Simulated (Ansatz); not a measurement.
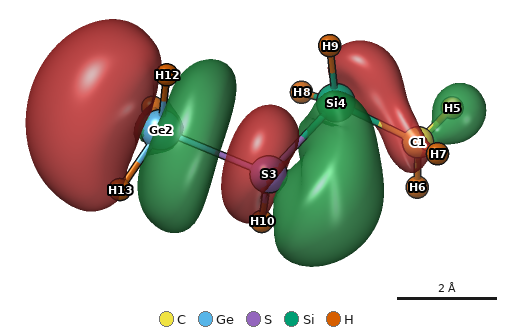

Figure. CH₉GeSSi (SMILES C[SiH2][SH+][GeH3]) (charge +1). The LUMO at ±0.06 Å⁻³ᐟ² (green and red are the two phases), seen at an oblique angle.

Geometry: B3LYP/6-31G*.

Level of theory: isolated molecule in a Gaussian basis; Kohn-Sham density functional theory, functional PBE0 (Ansatz 0.2.0).

Input file:

```
crystal:
  periodic: [false, false, false]
  atoms:
    - symbol: C
      position_ang: [1.199207, 3.232930, -0.142019]
    - symbol: Ge
      position_ang: [-1.552189, -1.133161, 1.336349]
    - symbol: S
      position_ang: [0.399159, 0.138820, 0.847918]
    - symbol: Si
      position_ang: [-0.299326, 2.288766, 0.432581]
    - symbol: H
      position_ang: [0.908800, 4.281264, -0.290664]
    - symbol: H
      position_ang: [1.582656, 2.857525, -1.096367]
    - symbol: H
      position_ang: [2.002852, 3.209942, 0.600779]
    - symbol: H
      position_ang: [-1.382949, 2.117134, -0.557390]
    - symbol: H
      position_ang: [-0.812005, 2.617566, 1.777590]
    - symbol: H
      position_ang: [0.603823, -0.285904, -0.419688]
    - symbol: H
      position_ang: [-2.569489, -0.698437, 0.274460]
    - symbol: H
      position_ang: [-1.837171, -0.655809, 2.762796]
    - symbol: H
      position_ang: [-1.007424, -2.557308, 1.197790]
basis:
  gaussian: {orbitals: def2-SVPD}
total_charge: 1
hamiltonian: {xc: pbe0}
output: {forces: true, orbitals: {seedname: orbitals}}
```

Run with:

```sh
ansatz run input.yaml --threads 2 --pin off --max-ram 4350MiB --events-out events.jsonl --progress --plain --runs-dir runs
```

Question: Describe this orbital and give its energy.

Answer: By Hirshfeld shares it lies mainly on Ge2 (about 50 %), S3 (about 25 %) and Si4 (about 5 %). Its energy is −5.61 eV.
